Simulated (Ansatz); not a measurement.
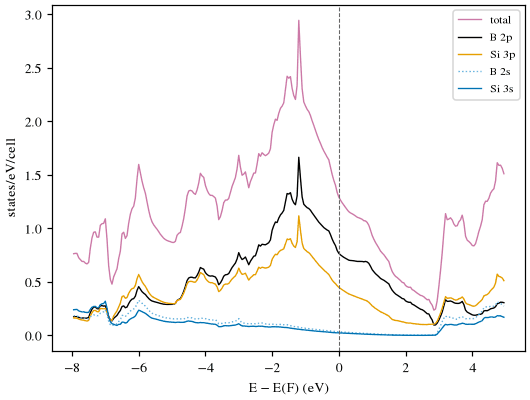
Total and projected density of states of SiB (wurtzite, space group No. 186), plane-wave PAW LDA (Ansatz code)

Question: Which orbitals carry the states next to the Fermi level?

Answer: Within 0.5 eV of the Fermi level: B 2p 60 %, Si 3p 34 %. Projections are on Löwdin-orthogonalised atomic valence shells; empty p or d shells of many metals are not among them.

Question: Where is the tallest occupied peak in this window, and what makes it?

Answer: Near -1.2 eV, about 2.9 states/eV per cell; the largest projected share is B 2p.

Space group P6_3mc (wurtzite). The first step of the workflow began from a Materials Project structure, measured or hypothetical; the Crystallography Open Database copy checked does not list it. Whether it is the stable phase at ambient conditions was not checked. The LDA relaxation kept the symmetry of its start. At this level the phase is mechanically unstable. Its formation energy is positive at this level, so the cell may be metastable or incomplete.

Potentials: the later of the program's two PAW sets.
